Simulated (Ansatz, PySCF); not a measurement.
CH3F (SMILES CF) and CH3Cl (SMILES CCl) are pulled apart as rigid monomers along the line of their centres of mass, from the B3LYP-D3(BJ)/def2-TZVP minimum. Starting geometry (charge 0, multiplicity 1):
| atom | x (Å) | y (Å) | z (Å) |
|---|---|---|---|
| C | -0.5756 | -0.1275 | -0.2677 |
| F | 0.3347 | -1.1337 | 0.0647 |
| H | -1.4461 | -0.5905 | -0.7330 |
| H | -0.8613 | 0.3941 | 0.6447 |
| H | -0.0928 | 0.5570 | -0.9655 |
| C | 0.7046 | -0.9193 | 3.4070 |
| Cl | -0.4496 | 0.4579 | 3.5196 |
| H | 0.7794 | -1.2107 | 2.3648 |
| H | 1.6642 | -0.5835 | 3.7880 |
| H | 0.3156 | -1.7321 | 4.0125 |

Interaction energies with rigid monomers; basis-set methods are counterpoise corrected unless marked otherwise.

Run with Ansatz (Gaussian basis) for Hartree–Fock, density functionals and correlated methods; PySCF for the dispersion terms. Each number belongs to the level named beside it.

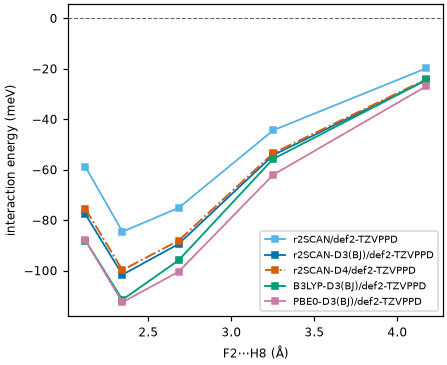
Figure. Interaction energy against separation

Q: Which level binds most strongly at F2···H8 = 2.34, and by how much?

A: PBE0-D3(BJ)/def2-TZVPPD, -113 meV.

Ansatz is an electronic-structure program.
